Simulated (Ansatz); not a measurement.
Molecular dynamics, with input and output: C₃H₆AlBO

The run: molecular dynamics of C₃H₆AlBO. Method and program: RKS PBE/6-31G* (Ansatz 0.2.0).

The geometry comes from this level: PBE0-D4/def2-TZVP. Figures and captions count atoms from 1; the log counts them from 0 in places.

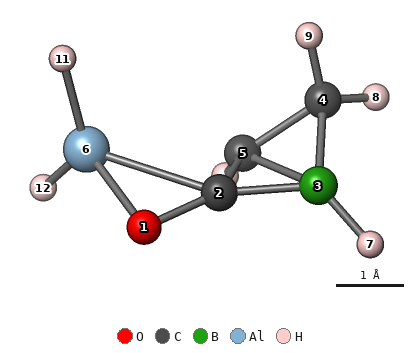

Fig. 1: The structure as given in the input (ball-and-stick view, seen at a tilt; atoms are numbered from 1 in the order of the input). Sticks mark near contacts.

Input
```yaml
crystal:
  periodic: [false, false, false]
  atoms:
    - {symbol: O, position_ang: [-0.568798, 0.840383, 1.726123]}
    - {symbol: C, position_ang: [-0.305791, -0.127857, 0.904781]}
    - {symbol: B, position_ang: [-0.302938, -1.567958, 0.492532]}
    - {symbol: C, position_ang: [0.539532, -1.323273, -0.830419]}
    - {symbol: C, position_ang: [-0.245349, -0.083721, -0.518518]}
    - {symbol: Al, position_ang: [0.194142, 2.018712, 0.592459]}
    - {symbol: H, position_ang: [-1.141132, -2.383230, 0.716763]}
    - {symbol: H, position_ang: [0.243463, -1.870368, -1.723021]}
    - {symbol: H, position_ang: [1.616465, -1.215384, -0.751453]}
    - {symbol: H, position_ang: [-0.916479, 0.446008, -1.195761]}
    - {symbol: H, position_ang: [1.744252, 2.211542, 0.786292]}
    - {symbol: H, position_ang: [-0.780166, 2.999946, -0.165978]}
basis:
  gaussian: {orbitals: "6-31G*"}
hamiltonian: {xc: {name: PBE}}
md: {timestep: 2 fs, n_steps: 50, ensemble: nvt_langevin, temperature: 1000, initial_velocities: maxwell_boltzmann, friction: 0.01, seed: 896}
```

Run on 4 threads of Arm Neoverse V2, 23 GiB of memory available, shared host.

Run as:
```bash
ansatz run in.yaml --threads 4 --pin off --events-out ev --progress --plain --max-ram 10444MiB
```

Output
```
Functional definition: PBE
  name "PBE"
  cite "Perdew, Burke & Ernzerhof, Phys. Rev. Lett. 77, 3865 (1996) doi:10.1103/PhysRevLett.77.3865"
  parent pbe
  parameter kappa = 0.804
  parameter beta = 0.06672455060314922
  exchange = pbe_x(kappa = kappa, mu = beta*pi^2/3)
  correlation = pbe_c(beta = beta)
1237 factors; their error is unknown
mean field evaluation 1: about -12507.9917 eV, gradient 5.9e1 eV
mean field evaluation 2: about -12492.1586 eV, gradient 1.0e2 eV
mean field evaluation 4: about -12515.8930 eV, gradient 1.2e1 eV
mean field evaluation 8: about -12516.2457 eV, gradient 1.3e-1 eV
mean field evaluation 16: about -12516.1602 eV, gradient 3.3e-3 eV
mean field -12516.16019064 eV, -459.9604032478 hartree, gradient 4.6e-5 eV, S^2 0.000000; 0 other end points of the search recorded, 0 dependent functions left out
the calculation of the forces begins
reference -12516.16023642 eV, -459.9604049304 hartree; 25, 25 occupied and 81, 81 virtual orbitals, 1237 factors
md step     0: t =     0.00 fs  T =   916.7 K  F+E_penalty+E_count = -12516.16019064 eV  E_kin = 1.421860 eV  (29 SCF iters)
these checks for a lower state are left out or cut short: starts, cluster_reference, orbital_swaps, neighbouring_geometries, increment
1237 factors; their error is unknown
mean field -12515.43247590 eV, -459.9336602244 hartree, gradient 2.2e-5 eV, S^2 0.000000; 0 other end points of the search recorded, 0 dependent functions left out
the calculation of the forces begins
reference -12515.43252149 eV, -459.9336618998 hartree; 25, 25 occupied and 81, 81 virtual orbitals, 1237 factors
md step     1: t =     2.00 fs  T =   651.1 K  F+E_penalty+E_count = -12515.43247590 eV  E_kin = 1.009878 eV  (30 SCF iters)
[... from here on the SCF iterations and repeated set-up lines of each step are left out, up to the last step ...]
md step     2: t =     4.00 fs  T =   599.5 K  F+E_penalty+E_count = -12515.53787964 eV  E_kin = 0.929901 eV  (31 SCF iters)
md step     3: t =     6.00 fs  T =   450.7 K  F+E_penalty+E_count = -12515.43729995 eV  E_kin = 0.699062 eV  (30 SCF iters)
md step     4: t =     8.00 fs  T =   483.7 K  F+E_penalty+E_count = -12515.32745138 eV  E_kin = 0.750332 eV  (32 SCF iters)
md step     5: t =    10.00 fs  T =   545.9 K  F+E_penalty+E_count = -12515.55529938 eV  E_kin = 0.846756 eV  (32 SCF iters)
md step     6: t =    12.00 fs  T =   492.3 K  F+E_penalty+E_count = -12515.26713377 eV  E_kin = 0.763557 eV  (32 SCF iters)
md step     7: t =    14.00 fs  T =   576.2 K  F+E_penalty+E_count = -12515.39055571 eV  E_kin = 0.893818 eV  (31 SCF iters)
md step     8: t =    16.00 fs  T =   695.1 K  F+E_penalty+E_count = -12515.55949511 eV  E_kin = 1.078192 eV  (32 SCF iters)
md step     9: t =    18.00 fs  T =   562.6 K  F+E_penalty+E_count = -12515.37184514 eV  E_kin = 0.872697 eV  (31 SCF iters)
md step    10: t =    20.00 fs  T =   714.3 K  F+E_penalty+E_count = -12515.53355597 eV  E_kin = 1.107921 eV  (32 SCF iters)
md step    11: t =    22.00 fs  T =   870.4 K  F+E_penalty+E_count = -12515.69836910 eV  E_kin = 1.350124 eV  (32 SCF iters)
md step    12: t =    24.00 fs  T =   765.3 K  F+E_penalty+E_count = -12515.52948970 eV  E_kin = 1.187073 eV  (32 SCF iters)
md step    13: t =    26.00 fs  T =   822.2 K  F+E_penalty+E_count = -12515.56334474 eV  E_kin = 1.275288 eV  (32 SCF iters)
md step    14: t =    28.00 fs  T =   635.8 K  F+E_penalty+E_count = -12515.12995854 eV  E_kin = 0.986228 eV  (32 SCF iters)
md step    15: t =    30.00 fs  T =   587.8 K  F+E_penalty+E_count = -12515.14892186 eV  E_kin = 0.911733 eV  (32 SCF iters)
md step    16: t =    32.00 fs  T =   758.0 K  F+E_penalty+E_count = -12515.41894130 eV  E_kin = 1.175782 eV  (31 SCF iters)
md step    17: t =    34.00 fs  T =   637.1 K  F+E_penalty+E_count = -12515.01172471 eV  E_kin = 0.988217 eV  (31 SCF iters)
md step    18: t =    36.00 fs  T =   620.1 K  F+E_penalty+E_count = -12515.12887707 eV  E_kin = 0.961859 eV  (32 SCF iters)
md step    19: t =    38.00 fs  T =   599.0 K  F+E_penalty+E_count = -12515.00411809 eV  E_kin = 0.929187 eV  (32 SCF iters)
md step    20: t =    40.00 fs  T =   697.4 K  F+E_penalty+E_count = -12515.21479699 eV  E_kin = 1.081680 eV  (32 SCF iters)
md step    21: t =    42.00 fs  T =   855.4 K  F+E_penalty+E_count = -12515.47561344 eV  E_kin = 1.326814 eV  (32 SCF iters)
md step    22: t =    44.00 fs  T =   674.5 K  F+E_penalty+E_count = -12515.04232905 eV  E_kin = 1.046189 eV  (32 SCF iters)
md step    23: t =    46.00 fs  T =   565.6 K  F+E_penalty+E_count = -12514.86894678 eV  E_kin = 0.877251 eV  (32 SCF iters)
md step    24: t =    48.00 fs  T =   510.4 K  F+E_penalty+E_count = -12514.65464601 eV  E_kin = 0.791754 eV  (32 SCF iters)
md step    25: t =    50.00 fs  T =   632.7 K  F+E_penalty+E_count = -12514.79850689 eV  E_kin = 0.981350 eV  (32 SCF iters)
md step    26: t =    52.00 fs  T =   723.0 K  F+E_penalty+E_count = -12515.14533356 eV  E_kin = 1.121407 eV  (32 SCF iters)
md step    27: t =    54.00 fs  T =   740.9 K  F+E_penalty+E_count = -12515.14329866 eV  E_kin = 1.149256 eV  (33 SCF iters)
md step    28: t =    56.00 fs  T =   695.6 K  F+E_penalty+E_count = -12515.12790364 eV  E_kin = 1.078907 eV  (32 SCF iters)
md step    29: t =    58.00 fs  T =   671.2 K  F+E_penalty+E_count = -12515.06408726 eV  E_kin = 1.041183 eV  (32 SCF iters)
md step    30: t =    60.00 fs  T =   697.4 K  F+E_penalty+E_count = -12515.10334420 eV  E_kin = 1.081736 eV  (32 SCF iters)
md step    31: t =    62.00 fs  T =   752.6 K  F+E_penalty+E_count = -12515.21216041 eV  E_kin = 1.167344 eV  (33 SCF iters)
md step    32: t =    64.00 fs  T =   805.6 K  F+E_penalty+E_count = -12515.24744947 eV  E_kin = 1.249611 eV  (32 SCF iters)
md step    33: t =    66.00 fs  T =   784.0 K  F+E_penalty+E_count = -12515.10326985 eV  E_kin = 1.216105 eV  (32 SCF iters)
md step    34: t =    68.00 fs  T =   824.0 K  F+E_penalty+E_count = -12515.17564891 eV  E_kin = 1.278065 eV  (32 SCF iters)
md step    35: t =    70.00 fs  T =   770.4 K  F+E_penalty+E_count = -12515.05619526 eV  E_kin = 1.194990 eV  (32 SCF iters)
md step    36: t =    72.00 fs  T =   726.5 K  F+E_penalty+E_count = -12515.07657862 eV  E_kin = 1.126882 eV  (31 SCF iters)
md step    37: t =    74.00 fs  T =   673.3 K  F+E_penalty+E_count = -12514.96888281 eV  E_kin = 1.044340 eV  (30 SCF iters)
md step    38: t =    76.00 fs  T =   564.7 K  F+E_penalty+E_count = -12514.70487702 eV  E_kin = 0.875864 eV  (32 SCF iters)
md step    39: t =    78.00 fs  T =   640.2 K  F+E_penalty+E_count = -12515.04739442 eV  E_kin = 0.993053 eV  (54 SCF iters)
md step    40: t =    80.00 fs  T =   606.6 K  F+E_penalty+E_count = -12515.04716013 eV  E_kin = 0.940869 eV  (32 SCF iters)
md step    41: t =    82.00 fs  T =   714.8 K  F+E_penalty+E_count = -12515.21194776 eV  E_kin = 1.108722 eV  (33 SCF iters)
md step    42: t =    84.00 fs  T =   810.3 K  F+E_penalty+E_count = -12515.34890448 eV  E_kin = 1.256886 eV  (32 SCF iters)
md step    43: t =    86.00 fs  T =   784.5 K  F+E_penalty+E_count = -12515.21030479 eV  E_kin = 1.216800 eV  (31 SCF iters)
md step    44: t =    88.00 fs  T =   805.8 K  F+E_penalty+E_count = -12515.44396130 eV  E_kin = 1.249967 eV  (32 SCF iters)
md step    45: t =    90.00 fs  T =   773.8 K  F+E_penalty+E_count = -12515.23407488 eV  E_kin = 1.200300 eV  (32 SCF iters)
md step    46: t =    92.00 fs  T =   656.2 K  F+E_penalty+E_count = -12515.04635729 eV  E_kin = 1.017857 eV  (31 SCF iters)
md step    47: t =    94.00 fs  T =   652.1 K  F+E_penalty+E_count = -12515.10281321 eV  E_kin = 1.011459 eV  (31 SCF iters)
md step    48: t =    96.00 fs  T =   582.5 K  F+E_penalty+E_count = -12515.02421920 eV  E_kin = 0.903578 eV  (31 SCF iters)
md step    49: t =    98.00 fs  T =   643.5 K  F+E_penalty+E_count = -12515.18331081 eV  E_kin = 0.998071 eV  (32 SCF iters)
these checks for a lower state are left out or cut short: starts, cluster_reference, orbital_swaps, neighbouring_geometries, increment
1237 factors; their error is unknown
mean field evaluation 416: about -12515.2943 eV, gradient 9.0e-2 eV
mean field -12515.21036082 eV, -459.9254976457 hartree, gradient 1.7e-5 eV, S^2 0.000000; 0 other end points of the search recorded, 0 dependent functions left out
the calculation of the forces begins
reference -12515.21040604 eV, -459.9254993075 hartree; 25, 25 occupied and 81, 81 virtual orbitals, 1237 factors
1237 factors; their error is unknown
mean field evaluation 448: about -12515.2104 eV, gradient 1.2e-4 eV
mean field -12515.21036082 eV, -459.9254976457 hartree, gradient 1.7e-5 eV, S^2 0.000000; 1 other end points of the search recorded, 0 dependent functions left out
the calculation of the forces begins
reference -12515.21040604 eV, -459.9254993075 hartree; 25, 25 occupied and 81, 81 virtual orbitals, 1237 factors
md step    50: t =   100.00 fs  T =   689.9 K  F+E_penalty+E_count = -12515.21036082 eV  E_kin = 1.070127 eV  (54 SCF iters)
```

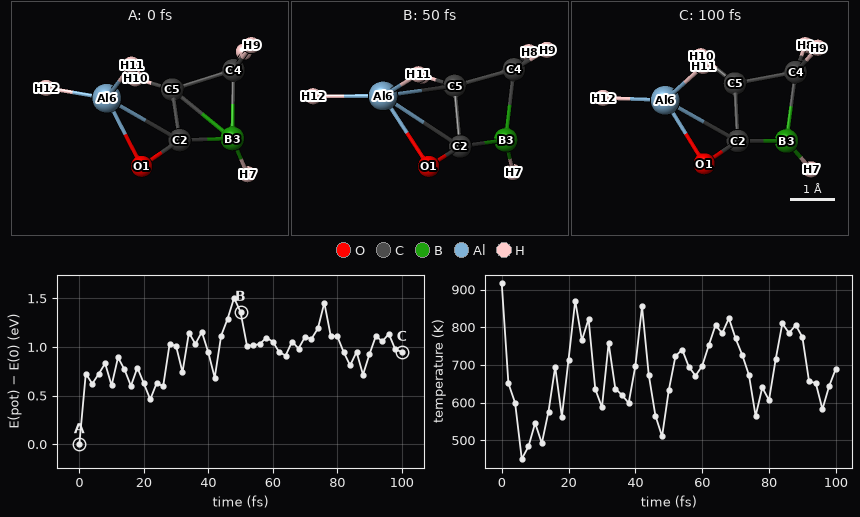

Fig. 2: Frames of the molecular dynamics (ball-and-stick, seen at a tilt) above the curves, on which the letters mark them. The trajectory kept here has 51 frames over 100 fs. The temperature starts at 917 K, ranges from 451 to 917 K and averages 709 K over the second half. The potential energy ends 0.950 eV above its first value. After an unweighted best fit of the last frame on the first, the root-mean-square displacement is 0.24 Å, and H10 has moved furthest (0.45 Å).

```
Total energy: -12515.21040604 eV, -459.9254993075 hartree
Atom 0 at    -0.622201     0.688022     1.950334 Å, force    -1.448069    -2.007189     0.387543 eV/Å
Atom 1 at    -0.316145    -0.219084     1.024037 Å, force     1.004157     0.396756    -0.526613 eV/Å
Atom 2 at    -0.193517    -1.598017     0.476696 Å, force     1.093665    -0.263075    -0.009309 eV/Å
Atom 3 at     1.026379    -1.249278    -0.513938 Å, force     2.661538    -0.556853    -1.208584 eV/Å
Atom 4 at     0.214314    -0.053885    -0.373171 Å, force    -1.239944     1.201299     0.487964 eV/Å
Atom 5 at    -0.042996     1.965453     0.936578 Å, force     0.234731     1.568202    -1.622718 eV/Å
Atom 6 at    -0.724376    -2.633723     0.418229 Å, force    -1.076566    -0.490950     0.050469 eV/Å
Atom 7 at     1.096026    -1.668288    -1.590202 Å, force    -0.427245     0.303039     1.418516 eV/Å
Atom 8 at     2.113537    -1.100333    -0.167023 Å, force    -1.348893    -0.481147     0.055124 eV/Å
Atom 9 at    -0.015618     0.582540    -1.259752 Å, force    -0.535071    -0.025209     0.433259 eV/Å
Atom 10 at     1.503752     1.980624     1.343560 Å, force    -0.010625     0.694151    -0.251867 eV/Å
Atom 11 at    -1.249853     2.739885    -0.024525 Å, force     1.092322    -0.339025     0.786216 eV/Å
Dipole moment:     0.077513     0.306930    -0.254192 e Å
```

Trajectory as extended XYZ (Å, eV, eV/Å), 8 of the 51 frames kept, from step=0 to step=50
```
12
Properties=species:S:1:pos:R:3:forces:R:3 step=0 time_fs=0.0 energy=-12516.16019 temperature=916.7
O    -0.5688    0.8404    1.7261   -0.5244   0.3867   1.1844
C    -0.3058   -0.1279    0.9048    0.1590  -0.4970   0.2113
B    -0.3029   -1.5680    0.4925    0.0462  -0.3009   0.2135
C     0.5395   -1.3233   -0.8304    0.0411  -0.0797  -0.0930
C    -0.2453   -0.0837   -0.5185    0.1734   0.1999  -0.5206
Al    0.1941    2.0187    0.5925    0.2283   0.3246  -0.3547
H    -1.1411   -2.3832    0.7168   -0.2099  -0.1630   0.0145
H     0.2435   -1.8704   -1.7230   -0.0820  -0.1882  -0.3283
H     1.6165   -1.2154   -0.7515    0.4001   0.0078   0.0195
H    -0.9165    0.4460   -1.1958   -0.3132   0.1259  -0.2731
H     1.7443    2.2115    0.7863    0.2432   0.0202   0.0424
H    -0.7802    2.9999   -0.1660   -0.1618   0.1636  -0.1160
12
Properties=species:S:1:pos:R:3:forces:R:3 step=7 time_fs=14.0 energy=-12515.39056 temperature=576.2
O    -0.6889    0.8320    1.7485    0.9196  -2.0415  -0.6638
C    -0.2515   -0.1734    0.9313   -1.4489   3.5675   1.9593
B    -0.3961   -1.4976    0.4247    2.3107  -0.7662  -0.8962
C     0.6646   -1.2893   -0.8407   -2.5637   0.4837   1.0027
C    -0.0720   -0.0117   -0.5302   -1.7890  -0.2975  -0.4386
Al    0.1559    1.9565    0.6128   -0.6488   0.8930  -0.5612
H    -1.2131   -2.2634    0.6383   -1.3008  -1.0549  -0.0711
H     0.2846   -1.8280   -1.6734    0.0229  -0.5754  -1.3452
H     1.6924   -1.3751   -0.6446    1.6338   0.0808   0.2516
H    -0.9481    0.4685   -1.1519    1.7008  -0.6397   0.5967
H     1.7217    1.8628    0.8486    0.1204   0.5472  -0.0781
H    -1.0708    2.8933   -0.0668    1.0429  -0.1969   0.2438
12
Properties=species:S:1:pos:R:3:forces:R:3 step=14 time_fs=28.0 energy=-12515.12996 temperature=635.8
O    -0.7453    0.7367    1.8103   -0.1127   0.6441   0.2437
C    -0.3551   -0.1460    0.9603    0.1681  -2.9408  -2.3822
B    -0.3803   -1.5921    0.2882   -1.5959   1.3165   0.5948
C     0.6965   -1.3047   -0.7773    4.5335  -0.2909  -1.0995
C     0.0523    0.0122   -0.4803   -0.1561  -0.1853   1.9729
Al    0.1223    1.9019    0.6534    1.0773   2.9107  -0.3603
H    -1.4556   -2.1062    0.0713    0.2468  -0.2335   0.3619
H     0.7245   -1.6520   -1.8971   -0.5042   0.4794   2.0016
H     1.8409   -1.3036   -0.3776   -2.3211  -0.1976  -0.9944
H    -0.3575    0.6399   -1.2418   -0.8636   0.6227  -0.9556
H     1.7258    2.2887    0.9172   -0.7438  -0.4823   0.0939
H    -0.6604    3.3512   -0.0411    0.2718  -1.6427   0.5232
12
Properties=species:S:1:pos:R:3:forces:R:3 step=21 time_fs=42.0 energy=-12515.47561 temperature=855.4
O    -0.6425    0.6791    1.8505   -1.3307  -0.5073  -1.0088
C    -0.4989   -0.2471    0.9280    1.8709   0.2387   1.2979
B    -0.4516   -1.5877    0.2430   -0.1226  -0.6703  -0.8959
C     0.8816   -1.3186   -0.7248   -1.5217   1.0281   0.2585
C     0.1590    0.0172   -0.3572    0.6923  -1.3958  -0.1452
Al    0.0957    1.9674    0.6697    1.1048   0.3153   0.6203
H    -1.4250   -2.2555   -0.1386    0.5651   0.4792   0.3417
H     0.7722   -1.5867   -1.8146    0.0459   0.0247   0.9184
H     1.9177   -1.4180   -0.3751   -0.1992   0.0512   0.2747
H    -0.3462    0.5558   -1.1075   -0.9308   1.0014  -1.7134
H     1.6121    2.0269    1.2955   -0.4272   0.2825  -0.3259
H    -0.7323    3.2194   -0.0804    0.2532  -0.8476   0.3777
12
Properties=species:S:1:pos:R:3:forces:R:3 step=29 time_fs=58.0 energy=-12515.06409 temperature=671.2
O    -0.6946    0.6462    1.8435    0.4780  -1.6405  -1.5952
C    -0.3887   -0.3239    0.9707   -1.4270   3.6141   0.8318
B    -0.5145   -1.5718    0.1532    0.1858  -0.3141   0.5083
C     0.9187   -1.3002   -0.5233    1.1021  -0.3707  -0.7205
C     0.2047    0.0293   -0.3926   -1.0163  -0.1508  -0.8735
Al    0.1340    2.0643    0.7380    1.6113  -3.1853   1.9636
H    -1.4639   -2.3166   -0.1317    0.6087   0.7399   0.0833
H     0.9071   -1.6232   -1.6261    0.9121  -0.0646   1.4951
H     1.8569   -1.4305    0.1882   -1.5096   0.0555  -1.9957
H    -0.2831    0.5090   -1.3512    0.6405  -0.6158   1.7414
H     1.5625    2.1163    1.4969   -0.1527   0.4074  -0.4193
H    -0.9359    2.9107    0.2195   -1.4329   1.5248  -1.0192
12
Properties=species:S:1:pos:R:3:forces:R:3 step=36 time_fs=72.0 energy=-12515.07658 temperature=726.5
O    -0.7285    0.5190    1.8524    0.0935   2.4967   0.2522
C    -0.3725   -0.2337    0.8941   -0.4088  -1.9353   0.9518
B    -0.3963   -1.5861    0.2470   -0.5225  -0.3427  -0.1570
C     0.9760   -1.3289   -0.4712    2.9550  -0.7469  -0.9735
C     0.1760   -0.0319   -0.3996    0.7348   0.9230  -0.4328
Al    0.1324    2.0342    0.8800    0.0008  -0.4900   0.3744
H    -1.4176   -2.0852   -0.1282    0.0270  -0.3420   0.0348
H     1.4469   -1.7949   -1.4752   -1.6742   1.1014   1.8712
H     1.8206   -1.2646    0.2871   -0.5552  -0.1988  -1.0386
H    -0.3146    0.5247   -1.1808   -0.1137   0.3067  -0.8768
H     1.4906    2.8851    1.0520    0.2863  -0.7637   0.3635
H    -0.8732    3.0932    0.3416   -0.8230  -0.0084  -0.3692
12
Properties=species:S:1:pos:R:3:forces:R:3 step=43 time_fs=86.0 energy=-12515.21031 temperature=784.5
O    -0.6986    0.6263    1.8994   -0.6686  -0.6196   0.6406
C    -0.3980   -0.2612    0.9982    1.3632   0.1972  -1.2230
B    -0.2942   -1.5797    0.3184   -0.1252   0.3212   0.5760
C     1.1049   -1.2709   -0.4731   -3.5088   1.7881   1.4970
C     0.2406   -0.0127   -0.4403   -0.3913  -0.7437   1.4963
Al    0.0493    1.9655    0.9747   -0.8907   1.1034  -2.7089
H    -1.2443   -2.3183    0.1458    0.4408   0.0630  -0.2374
H     1.0289   -1.7892   -1.3400    0.3429  -1.7041  -3.3222
H     2.0008   -1.3657    0.0365    1.9994   0.1929   1.2425
H    -0.2674    0.4040   -1.3356    0.2511   0.0076   0.4166
H     1.4560    2.6659    0.9718    0.3870  -0.1067   0.5829
H    -1.1326    2.7112   -0.0754    0.8002  -0.4992   1.0395
12
Properties=species:S:1:pos:R:3:forces:R:3 step=50 time_fs=100.0 energy=-12515.21036 temperature=689.9
O    -0.6222    0.6880    1.9503   -1.4481  -2.0072   0.3875
C    -0.3161   -0.2191    1.0240    1.0042   0.3968  -0.5266
B    -0.1935   -1.5980    0.4767    1.0937  -0.2631  -0.0093
C     1.0264   -1.2493   -0.5139    2.6615  -0.5569  -1.2086
C     0.2143   -0.0539   -0.3732   -1.2399   1.2013   0.4880
Al   -0.0430    1.9655    0.9366    0.2347   1.5682  -1.6227
H    -0.7244   -2.6337    0.4182   -1.0766  -0.4909   0.0505
H     1.0960   -1.6683   -1.5902   -0.4272   0.3030   1.4185
H     2.1135   -1.1003   -0.1670   -1.3489  -0.4811   0.0551
H    -0.0156    0.5825   -1.2598   -0.5351  -0.0252   0.4333
H     1.5038    1.9806    1.3436   -0.0106   0.6942  -0.2519
H    -1.2499    2.7399   -0.0245    1.0923  -0.3390   0.7862
```

Key numbers

```tsv
quantity	value
outcome	finished
mean temperature over the second half	709 K
trajectory	50 steps, 100 fs
ensemble	nvt_langevin
temperature in the input	1000 K
time step	2 fs
potential energy (last step)	−12515.2104 eV
SCF solution under orbital rotations (last step)	stable
largest force (length of the vector) (last step)	2.976 eV/Å
dipole moment (last step)	1.95 D
wall time	56 s (CPU time 3.6 min)
peak memory	0.51 GiB
```

Notes

So short a trajectory is not equilibrated. The logged temperature at the start can lie below the typed one, since it is counted over all degrees of freedom.
